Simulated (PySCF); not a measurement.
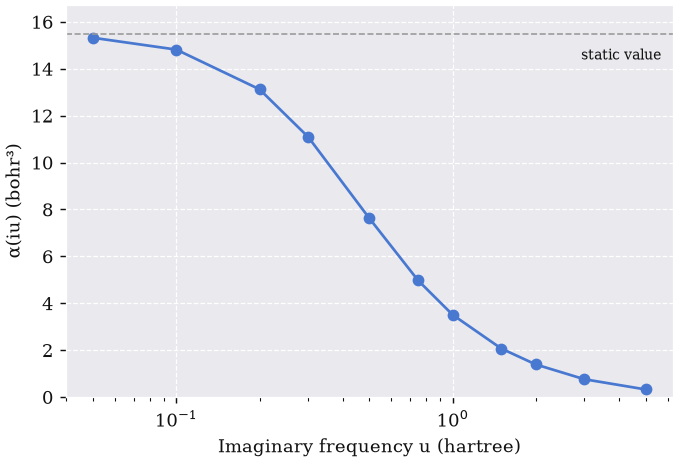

Dipole polarisability at imaginary frequency of Sb²⁺ ([Kr] 4d¹⁰ 5s² 5p). Coupled response at the PBE level; PySCF, aug-cc-pVTZ-PP plus 1 diffuse shell for each l with a 28-electron core potential, unrestricted single determinants, no spin-orbit coupling.

Describe the response.

The static dipole polarisability is 15.5 bohr³; α(iu) falls to half of it near u = 0.49 hartree. The Casimir–Polder integral gives C₆ = 91.7 hartree bohr⁶ for two such species.
